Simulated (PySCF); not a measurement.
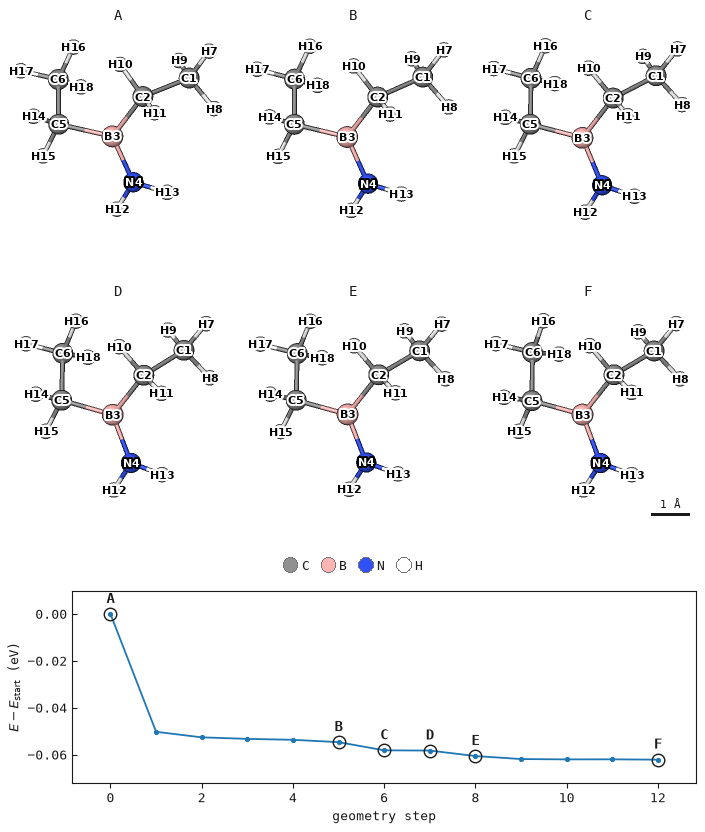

Frames of a relaxation of C$_{4}$H$_{12}$BN, marked on the history of the run. A ball-and-stick model, seen at a tilt.

The start comes from GFN2-xTB.

Level of theory: PBE0-D3(BJ)/def2-SVP geometry optimisation, gas phase (PySCF). 

Q: Describe the path.

A: The atom that moves furthest after the best rigid fit is H13 (0.39 Å). By element the largest moves are H 0.39 Å, N 0.25 Å, C 0.21 Å, B 0.07 Å. Near-neighbour distances that change, for instance: B3–N4 1.383 → 1.401 Å, C5–H14 1.094 → 1.108 Å, C1–H7 1.089 → 1.102 Å, B3–C5 1.596 → 1.588 Å. Bond angles that change, for instance: B3–C5–H14 109.4° → 106.0°, B3–C5–C6 112.9° → 115.3°. The energy falls by 0.062 eV in 12 geometry steps. From step 0 to 5: H8 moves most (0.09 Å), energy −0.055 eV. From step 5 to 6: H atoms move most (0.13 Å), energy −0.003 eV. From step 6 to 7: H8 moves most (0.16 Å), energy 0.000 eV. From step 7 to 8: H8 moves most (0.05 Å), energy −0.002 eV. From step 8 to 12: H atoms move most (0.12 Å), energy −0.002 eV.
